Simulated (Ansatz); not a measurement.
**HCl (hydrogen chloride) at CCSD(T)/def2-TZVPPD**

What is the vertical ionisation energy of HCl (hydrogen chloride) at CCSD(T)/def2-TZVPPD? 

The calculation is run with Ansatz 0.2.0.

15 further runs of the same task are left out: 15 set aside as unsound or not needed.

### Step 1. The system as given

The species is HCl (2 atoms), meant as a singlet with charge 0. SMILES: `Cl`. The coordinates come from a PBE0-D4/def2-TZVP relaxation.

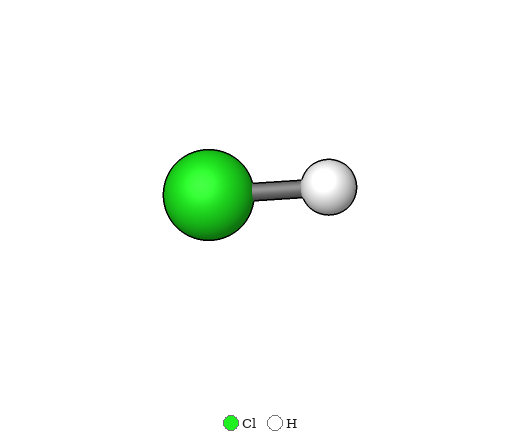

The structure, seen from a chosen angle (chlorine green, hydrogen white).

### Step 2. A single-point energy at CCSD(T)/def2-TZVPPD

molecule.yaml reads:

```yaml
crystal:
  periodic: [false, false, false]
  atoms:
    - symbol: Cl
      position_ang: [0.546000, -0.178500, 0.280800]
    - symbol: H
      position_ang: [-0.546000, 0.178500, -0.280800]
basis:
  gaussian:
    orbitals: def2-TZVPPD.json
scf:
  omitted_lower_state_checks: [cluster_reference, increment]
accuracy: high
correlation:
  method: ccsd_t
  frozen_orbitals: {Cl: 5, H: 0}
```

The basis set def2-TZVPPD is read from a file made from the Basis Set Exchange's data (not shown).

Command:

```sh
$ ansatz run molecule.yaml --threads 1 --pin off --max-ram 2610MiB --events-out events.jsonl --progress --plain --runs-dir runs
```

Log (excerpt; [...] marks lines left out):

```text
Warning: RAYON_NUM_THREADS=1 ignored (pool sized by the plan → 1); use --threads N
Functional definition: HF
  name "HF"
[...]
849 factors; integrals over basis functions are off by at most 3.7e-9 eV
[...]
mean field -12519.95662759 eV, -460.0999197327 hartree, gradient 2.0e-8 eV, S^2 0.000000; 0 other end points of the search recorded, 0 dependent functions left out
5 core orbitals not correlated: weight in the atoms' cores, before any rotation towards them, 1.000 or more for the frozen orbitals, at most 0.000 for the correlated occupied ones
reference -12519.95662759 eV, -460.0999197327 hartree; 4, 4 occupied and 59, 59 virtual orbitals, 849 factors
second order -5.58050873 eV of doubles, -0.00000000 eV of singles
cycle   1  -5.99497054 eV  change   -4.1e-1 eV  update   3.9e-2
[...]
cycle  19  -6.13747462 eV  change  -2.2e-10 eV  update  3.5e-10
perturbative correction -0.22599801 eV, -0.0083052736 hartree
Total energy: -12526.32010023 eV, -460.3337730386 hartree
Checks for a lower state left out: cluster_reference, increment
```

It took 0.95 s on 1 thread of Intel Xeon 6975P-C (Granite Rapids), shared host; peak memory 0.2 GiB.

### Step 3. The doublet cation at the same level

molecule.yaml reads:

```yaml
crystal:
  periodic: [false, false, false]
  atoms:
    - {symbol: Cl, position_ang: [0.546000, -0.178500, 0.280800]}
    - {symbol: H, position_ang: [-0.546000, 0.178500, -0.280800]}
basis:
  gaussian: {orbitals: def2-TZVPPD.json}
total_charge: 1
magnetization: {spin_polarized: true, initial_magnetization: 1}
correlation: {method: ccsd_t, frozen_orbitals: {Cl: 5, H: 0}}
accuracy: high
scf: {omitted_lower_state_checks: [cluster_reference, increment]}
```

The basis set def2-TZVPPD is read from a file made from the Basis Set Exchange's data (not shown).

Command:

```sh
$ ansatz run molecule.yaml --threads 1 --pin off --max-ram 2610MiB --events-out events.jsonl --progress --plain --runs-dir runs
```

Log (excerpt; [...] marks lines left out):

```text
Warning: RAYON_NUM_THREADS=1 ignored (pool sized by the plan → 1); use --threads N
[... 2 set-up lines as earlier in the session ...]
[...]
849 factors; integrals over basis functions are off by at most 3.7e-9 eV
[...]
mean field -12508.43318484 eV, -459.6764410224 hartree, gradient 4.1e-8 eV, S^2 0.761862; 2 other end points of the search recorded, 0 dependent functions left out
5 core orbitals not correlated: weight in the atoms' cores, before any rotation towards them, 1.000 or more for the frozen orbitals, at most 0.000 for the correlated occupied ones
reference -12508.43318484 eV, -459.6764410224 hartree; 4, 3 occupied and 59, 60 virtual orbitals, 849 factors
second order -4.39568889 eV of doubles, -0.00000000 eV of singles
cycle   1  -4.91990245 eV  change   -5.2e-1 eV  update   4.3e-2
[...]
cycle  20  -5.09598175 eV  change   2.1e-10 eV  update  2.7e-10
perturbative correction -0.16288960 eV, -0.0059860822 hartree
Total energy: -12513.69205618 eV, -459.8697009796 hartree
Checks for a lower state left out: cluster_reference, increment
```

Run time: 2.2 s. Hardware: 1 thread of Intel Xeon 6975P-C (Granite Rapids), shared host; peak memory 0.34 GiB.

### Step 4. Outcome

Level: CCSD(T)/def2-TZVPPD, 5 core orbitals frozen.

| quantity | value |
| --- | --- |
| singlet HCl: total energy | -460.33377 Eh |
| singlet HCl: correlation energy (5 core orbitals frozen) | -233.9 mEh |
| singlet HCl: (T) correction | -8.31 mEh |
| singlet HCl: T1 diagnostic | 0.006 |
| doublet cation: total energy | -459.86970 Eh |
| doublet cation: correlation energy (5 core orbitals frozen) | -193.3 mEh |
| doublet cation: (T) correction | -5.99 mEh |
| doublet cation: ⟨S²⟩ of the reference determinant | 0.762 |
| doublet cation: T1 diagnostic | 0.009 |
| vertical ionisation energy (to the doublet cation) | 12.628 eV |

**Reading.** Removing an electron at fixed nuclei costs 12.63 eV (1218 kJ/mol). The triples (singlet HCl) make up 3.6 % of the correlation energy. The triples (doublet cation) make up 3.1 % of the correlation energy.
